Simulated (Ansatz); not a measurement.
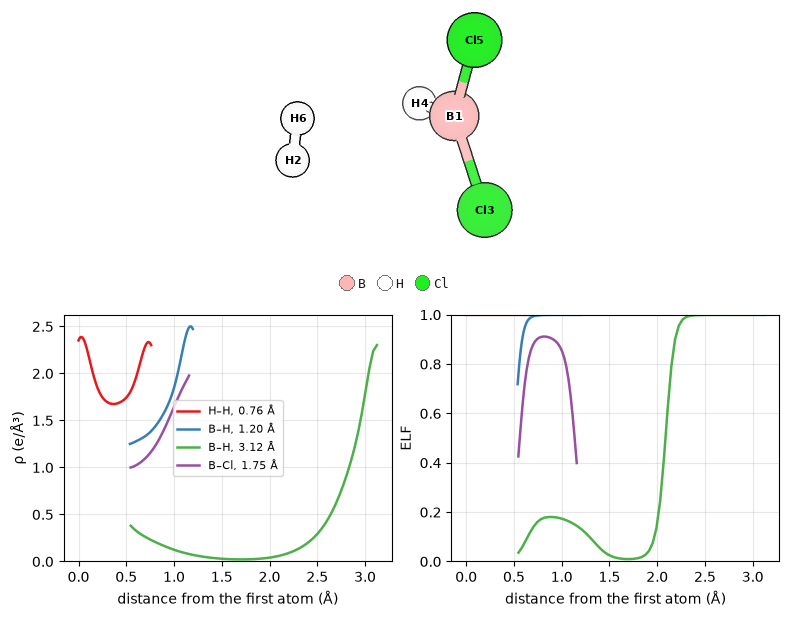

The picture shows: BCl₂H···H₂. Total electron density and electron localisation function along straight lines between neighbouring atoms. The curves leave out the atomic cores. The structure is drawn too.

These are results of Ansatz, RKS B3LYP-D4/def2-SVP, not measurements.

```xyz
6

B     0.1480    0.7021   -0.6263
H     0.2010   -0.4468    2.3538
Cl    1.5726   -0.2598   -0.9370
H    -0.9365    0.2089   -0.7408
Cl    0.2888    2.3798   -0.1572
H    -0.0359    0.2676    2.4621
```

Question: Compare the contacts.

Answer: H–H (0.76 Å): the density is about 1.7 e/Å³ at the midpoint; the ELF peaks at about 1 between the atoms.
B–H (1.20 Å): ρ at the midpoint is about 1.3 e/Å³; the ELF climbs to about 1 towards the hydrogen, as it does in any bond to H: an ordinary covalent bond to hydrogen.
B1···H6 (3.12 Å): the density falls to about 0.02 e/Å³ on the way; the ELF dips to about 0 between them: a weak contact between the two molecules.
B–Cl (1.75 Å): ρ is about 1.4 e/Å³ halfway; the ELF peaks at about 0.90 between the atoms; a shared but strongly polarised pair.
